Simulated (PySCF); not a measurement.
SMILES [F][Ir]([F])([F])([F])([F])[F], quartet, PBE0/def2-SVP optimised geometry. Atoms within 1.6 Å of the plane z = 0.0 Å (x, y, z in Å): Ir1 (0.00, 0.00, 0.00), F2 (0.00, 1.84, 0.00), F3 (0.00, -1.84, 0.00), F5 (1.84, 0.00, 0.00), F6 (-1.84, 0.00, 0.00).

Method: unrestricted PBE0/def2-TZVP, def2 effective core potentials past Kr in PySCF. The core electrons that the potentials of Ir replace are not part of the density. Cells within 0.4 Å of a nucleus heavier than hydrogen are left out (blank, or x).

Map of the electrostatic potential (hartree/e), clipped to [-0.08, 0.12] on the plane z = 0.0 Å:

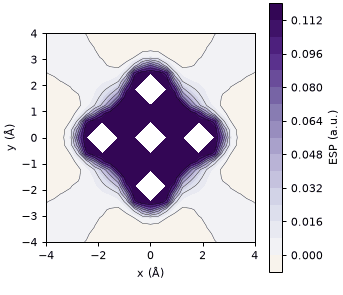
Figure: Electrostatic potential (hartree/e), clipped to [-0.08, 0.12] on the plane z = 0.0 Å.
